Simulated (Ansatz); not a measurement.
# Run report: ReS2 (charge +1), molecular dynamics

- system: ReS2, charge +1
- method: RKS BLYP-d3bjatm/def2-SVP (Ansatz 0.2.0)

The geometry comes from this level: PBE0-D4/def2-TZVP. Figures and captions count atoms from 1; the log counts them from 0 in places.

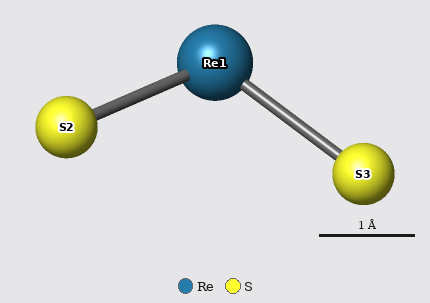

Figure 1. The structure as given in the input (ball-and-stick view, seen at an oblique angle; atoms are numbered from 1 in the order of the input). Sticks mark near contacts.

## Input file
```yaml
crystal:
  periodic: [false, false, false]
  atoms:
    - {symbol: Re, position_ang: [0.725193, 0.231006, -0.321308]}
    - {symbol: S, position_ang: [-0.548203, 1.348772, 0.794470]}
    - {symbol: S, position_ang: [-0.176990, -1.579768, -0.473172]}
basis:
  gaussian: {orbitals: def2-SVP}
total_charge: 1
hamiltonian: {xc: {name: BLYP}, dispersion: d3bjatm}
md: {timestep: 0.5 fs, n_steps: 15, ensemble: nvt_langevin, temperature: 1500, initial_velocities: maxwell_boltzmann, friction: 0.01, seed: 574}
scf: {omitted_lower_state_checks: [starts]}
```

Launched with:
```bash
ansatz run in.yaml --threads 4 --pin off --events-out ev --progress --plain --max-ram 3916MiB
```

## What the program printed
```
Functional definition: BLYP
  name "BLYP"
  cite "Becke, Phys. Rev. A 38, 3098 (1988) doi:10.1103/PhysRevA.38.3098"
  cite "Lee, Yang & Parr, Phys. Rev. B 37, 785 (1988) doi:10.1103/PhysRevB.37.785"
  parameter beta = 0.0042
  parameter a = 0.04918
  parameter b = 0.132
  parameter c = 0.2533
  parameter d = 0.349
  exchange = b88_x(beta = beta)
  correlation = lyp_c(a = a, b = b, c = c, d = d)
these checks for a lower state are left out or cut short: starts
707 factors; their error is unknown
mean field evaluation 1: about -23779.0619 eV, gradient 5.5e1 eV
mean field evaluation 2: about -23708.0455 eV, gradient 1.5e2 eV
mean field evaluation 4: about -23782.8081 eV, gradient 4.0e1 eV
mean field evaluation 8: about -23786.4407 eV, gradient 9.4e-2 eV
mean field evaluation 16: about -23786.3882 eV, gradient 6.4e-4 eV
mean field -23786.38819959 eV, -874.1336433420 hartree, gradient 1.1e-5 eV, S^2 0.000000; 0 other end points of the search recorded, 0 dependent functions left out
the calculation of the forces begins
reference -23786.38847185 eV, -874.1336533472 hartree; 23, 23 occupied and 45, 45 virtual orbitals, 707 factors
md step     0: t =     0.00 fs  T =  1000.0 K  F+E_penalty+E_count = -23786.66301554 eV  E_kin = 0.387780 eV  (32 SCF iters)
these checks for a lower state are left out or cut short: starts, cluster_reference, orbital_swaps, neighbouring_geometries, increment
707 factors; their error is unknown
mean field -23786.38519123 eV, -874.1335327867 hartree, gradient 7.7e-6 eV, S^2 0.000000; 0 other end points of the search recorded, 0 dependent functions left out
[... from here on the field's lines of each further geometry are left out, up to the last ...]
md step     1: t =     0.50 fs  T =  1071.8 K  F+E_penalty+E_count = -23786.66009524 eV  E_kin = 0.415607 eV  (35 SCF iters, 3 dispersion substeps)
md step     2: t =     1.00 fs  T =  1255.3 K  F+E_penalty+E_count = -23786.65800169 eV  E_kin = 0.486762 eV  (36 SCF iters, 3 dispersion substeps)
md step     3: t =     1.50 fs  T =  1230.1 K  F+E_penalty+E_count = -23786.65633442 eV  E_kin = 0.476994 eV  (36 SCF iters, 3 dispersion substeps)
md step     4: t =     2.00 fs  T =  1333.2 K  F+E_penalty+E_count = -23786.65590223 eV  E_kin = 0.517005 eV  (36 SCF iters, 3 dispersion substeps)
md step     5: t =     2.50 fs  T =  1515.2 K  F+E_penalty+E_count = -23786.65739273 eV  E_kin = 0.587546 eV  (35 SCF iters, 3 dispersion substeps)
md step     6: t =     3.00 fs  T =  1545.1 K  F+E_penalty+E_count = -23786.65912661 eV  E_kin = 0.599145 eV  (35 SCF iters, 3 dispersion substeps)
md step     7: t =     3.50 fs  T =  1530.3 K  F+E_penalty+E_count = -23786.65972234 eV  E_kin = 0.593419 eV  (36 SCF iters, 3 dispersion substeps)
md step     8: t =     4.00 fs  T =  1606.5 K  F+E_penalty+E_count = -23786.66084852 eV  E_kin = 0.622977 eV  (36 SCF iters, 3 dispersion substeps)
md step     9: t =     4.50 fs  T =  1418.9 K  F+E_penalty+E_count = -23786.66337874 eV  E_kin = 0.550226 eV  (35 SCF iters, 3 dispersion substeps)
md step    10: t =     5.00 fs  T =  1370.5 K  F+E_penalty+E_count = -23786.66623357 eV  E_kin = 0.531468 eV  (35 SCF iters, 3 dispersion substeps)
md step    11: t =     5.50 fs  T =  1447.3 K  F+E_penalty+E_count = -23786.66830911 eV  E_kin = 0.561226 eV  (35 SCF iters, 3 dispersion substeps)
md step    12: t =     6.00 fs  T =  1457.8 K  F+E_penalty+E_count = -23786.66959014 eV  E_kin = 0.565303 eV  (36 SCF iters, 3 dispersion substeps)
md step    13: t =     6.50 fs  T =  1681.8 K  F+E_penalty+E_count = -23786.67164070 eV  E_kin = 0.652178 eV  (36 SCF iters, 3 dispersion substeps)
md step    14: t =     7.00 fs  T =  1763.4 K  F+E_penalty+E_count = -23786.67449683 eV  E_kin = 0.683822 eV  (35 SCF iters, 3 dispersion substeps)
the calculation of the forces begins
reference -23786.40312326 eV, -874.1341917767 hartree; 23, 23 occupied and 45, 45 virtual orbitals, 707 factors
these checks for a lower state are left out or cut short: starts
707 factors; their error is unknown
mean field -23786.40285093 eV, -874.1341817687 hartree, gradient 2.0e-5 eV, S^2 0.000000; 0 other end points of the search recorded, 0 dependent functions left out
the calculation of the forces begins
reference -23786.40312326 eV, -874.1341917767 hartree; 23, 23 occupied and 45, 45 virtual orbitals, 707 factors
md step    15: t =     7.50 fs  T =  1925.1 K  F+E_penalty+E_count = -23786.67777732 eV  E_kin = 0.746515 eV  (15 SCF iters, 3 dispersion substeps)
```

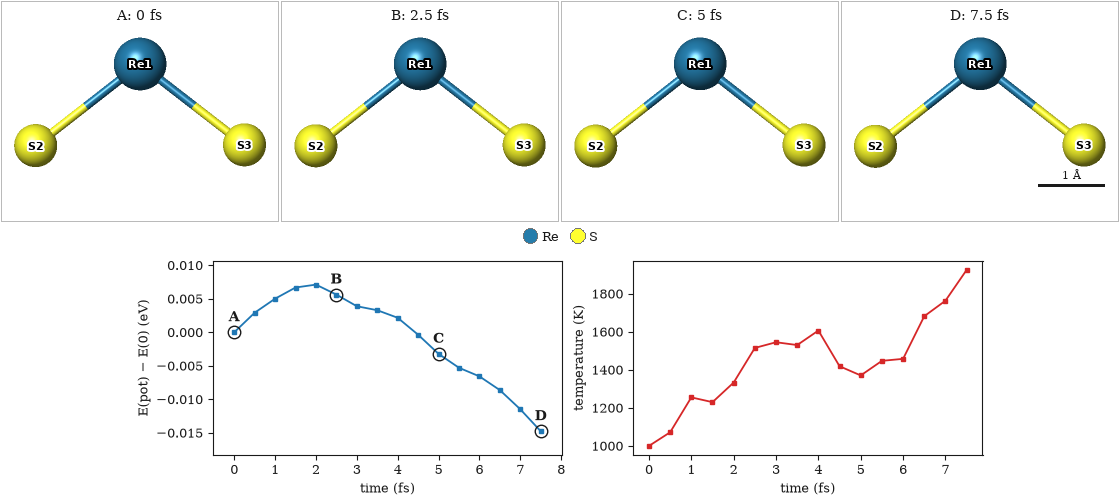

Figure 2. Frames of the molecular dynamics (ball-and-stick, seen on its broad side) above the curves, on which the letters mark them. The trajectory kept here has 16 frames over 7.5 fs. The temperature starts at 1000 K, ranges from 1000 to 1925 K and averages 1584 K over the second half. The potential energy ends 0.015 eV below its first value. After an unweighted best fit of the last frame on the first, the root-mean-square displacement is 0.01 Å.

```
Total energy: -23786.67804965 eV, -874.1442951350 hartree
Atom 0 at     0.743686     0.215369    -0.311558 Å, force     1.832146     0.908850    -0.535795 eV/Å
Atom 1 at    -0.522501     1.402433     0.763900 Å, force    -0.861440     0.901759     0.768255 eV/Å
Atom 2 at    -0.259731    -1.533448    -0.504142 Å, force    -0.970706    -1.810609    -0.232460 eV/Å
Dipole moment:     0.183275     0.039656    -0.073511 e Å
Checks for a lower state left out: starts
```

## Trajectory as extended XYZ (Å, eV, eV/Å), 16 frames, from step=0 to step=15
```
3
Properties=species:S:1:pos:R:3:forces:R:3 step=0 time_fs=0.0 energy=-23786.66302 temperature=1000.0
Re    0.7252    0.2310   -0.3213    2.0865   0.6646  -0.9244
S    -0.5482    1.3488    0.7945   -1.2236   1.0909   1.0782
S    -0.1770   -1.5798   -0.4732   -0.8628  -1.7555  -0.1538
3
Properties=species:S:1:pos:R:3:forces:R:3 step=1 time_fs=0.5 energy=-23786.66009 temperature=1071.8
Re    0.7259    0.2302   -0.3206    2.1153   0.6663  -0.9298
S    -0.5469    1.3499    0.7927   -1.2381   1.1156   1.0925
S    -0.1824   -1.5765   -0.4752   -0.8772  -1.7818  -0.1628
3
Properties=species:S:1:pos:R:3:forces:R:3 step=2 time_fs=1.0 energy=-23786.65800 temperature=1255.3
Re    0.7266    0.2292   -0.3199    2.1330   0.6740  -0.9264
S    -0.5454    1.3515    0.7909   -1.2419   1.1319   1.0978
S    -0.1882   -1.5732   -0.4770   -0.8911  -1.8059  -0.1714
3
Properties=species:S:1:pos:R:3:forces:R:3 step=3 time_fs=1.5 energy=-23786.65633 temperature=1230.1
Re    0.7275    0.2281   -0.3192    2.1465   0.6886  -0.9172
S    -0.5439    1.3537    0.7889   -1.2397   1.1419   1.0968
S    -0.1939   -1.5699   -0.4788   -0.9068  -1.8306  -0.1796
3
Properties=species:S:1:pos:R:3:forces:R:3 step=4 time_fs=2.0 energy=-23786.65590 temperature=1333.2
Re    0.7286    0.2270   -0.3186    2.1454   0.7128  -0.8961
S    -0.5426    1.3567    0.7866   -1.2238   1.1389   1.0830
S    -0.1994   -1.5666   -0.4806   -0.9216  -1.8517  -0.1869
3
Properties=species:S:1:pos:R:3:forces:R:3 step=5 time_fs=2.5 energy=-23786.65739 temperature=1515.2
Re    0.7297    0.2261   -0.3182    2.1209   0.7401  -0.8608
S    -0.5415    1.3605    0.7843   -1.1903   1.1206   1.0540
S    -0.2051   -1.5633   -0.4826   -0.9306  -1.8607  -0.1932
3
Properties=species:S:1:pos:R:3:forces:R:3 step=6 time_fs=3.0 energy=-23786.65913 temperature=1545.1
Re    0.7309    0.2251   -0.3177    2.0935   0.7710  -0.8223
S    -0.5403    1.3646    0.7819   -1.1532   1.0983   1.0216
S    -0.2109   -1.5599   -0.4847   -0.9403  -1.8693  -0.1993
3
Properties=species:S:1:pos:R:3:forces:R:3 step=7 time_fs=3.5 energy=-23786.65972 temperature=1530.3
Re    0.7321    0.2241   -0.3172    2.0797   0.8014  -0.7916
S    -0.5389    1.3687    0.7793   -1.1253   1.0839   0.9973
S    -0.2167   -1.5564   -0.4866   -0.9544  -1.8853  -0.2057
3
Properties=species:S:1:pos:R:3:forces:R:3 step=8 time_fs=4.0 energy=-23786.66085 temperature=1606.5
Re    0.7333    0.2231   -0.3166    2.0616   0.8151  -0.7651
S    -0.5371    1.3728    0.7769   -1.1005   1.0722   0.9760
S    -0.2226   -1.5531   -0.4883   -0.9611  -1.8873  -0.2108
3
Properties=species:S:1:pos:R:3:forces:R:3 step=9 time_fs=4.5 energy=-23786.66338 temperature=1418.9
Re    0.7345    0.2220   -0.3159    2.0290   0.8176  -0.7357
S    -0.5354    1.3767    0.7749   -1.0700   1.0539   0.9497
S    -0.2286   -1.5504   -0.4903   -0.9590  -1.8715  -0.2140
3
Properties=species:S:1:pos:R:3:forces:R:3 step=10 time_fs=5.0 energy=-23786.66623 temperature=1370.5
Re    0.7357    0.2208   -0.3152    1.9904   0.8328  -0.6995
S    -0.5337    1.3807    0.7734   -1.0313   1.0268   0.9165
S    -0.2341   -1.5479   -0.4922   -0.9591  -1.8596  -0.2170
3
Properties=species:S:1:pos:R:3:forces:R:3 step=11 time_fs=5.5 energy=-23786.66831 temperature=1447.3
Re    0.7371    0.2196   -0.3145    1.9600   0.8663  -0.6609
S    -0.5317    1.3850    0.7719   -0.9914   0.9966   0.8817
S    -0.2390   -1.5450   -0.4941   -0.9686  -1.8628  -0.2209
3
Properties=species:S:1:pos:R:3:forces:R:3 step=12 time_fs=6.0 energy=-23786.66959 temperature=1457.8
Re    0.7385    0.2186   -0.3138    1.9422   0.8930  -0.6310
S    -0.5294    1.3894    0.7701   -0.9622   0.9746   0.8556
S    -0.2438   -1.5420   -0.4963   -0.9800  -1.8676  -0.2246
3
Properties=species:S:1:pos:R:3:forces:R:3 step=13 time_fs=6.5 energy=-23786.67164 temperature=1681.8
Re    0.7400    0.2176   -0.3132    1.9159   0.8999  -0.6041
S    -0.5270    1.3936    0.7681   -0.9347   0.9554   0.8315
S    -0.2490   -1.5391   -0.4986   -0.9812  -1.8554  -0.2273
3
Properties=species:S:1:pos:R:3:forces:R:3 step=14 time_fs=7.0 energy=-23786.67450 temperature=1763.4
Re    0.7418    0.2166   -0.3124    1.8788   0.8973  -0.5751
S    -0.5246    1.3979    0.7660   -0.9038   0.9341   0.8048
S    -0.2544   -1.5363   -0.5013   -0.9750  -1.8313  -0.2297
3
Properties=species:S:1:pos:R:3:forces:R:3 step=15 time_fs=7.5 energy=-23786.67778 temperature=1925.1
Re    0.7437    0.2154   -0.3116    1.8321   0.9089  -0.5358
S    -0.5225    1.4024    0.7639   -0.8614   0.9018   0.7683
S    -0.2597   -1.5334   -0.5041   -0.9707  -1.8106  -0.2325
```

## Summary

| quantity | value |
| --- | --- |
| outcome | finished |
| mean temperature over the second half | 1584 K |
| trajectory | 15 steps, 7.5 fs |
| ensemble | nvt_langevin |
| temperature in the input | 1500 K |
| time step | 0.5 fs |
| potential energy (last step) | −23786.6780 eV |
| mean-field energy (last step) | −23786.4031 eV |
| dispersion energy (last step) | −0.2749 eV |
| SCF solution under orbital rotations (last step) | stable |
| largest force (length of the vector) (last step) | 2.114 eV/Å |
| hardware | 4 threads of Arm Neoverse V2, 23 GiB of memory available, shared host |
| wall time | 8.5 s (CPU time 29 s) |
| peak memory | 0.13 GiB |

## Remarks

So short a trajectory is not equilibrated. The logged temperature at the start can lie below the typed one, since it is counted over all degrees of freedom.
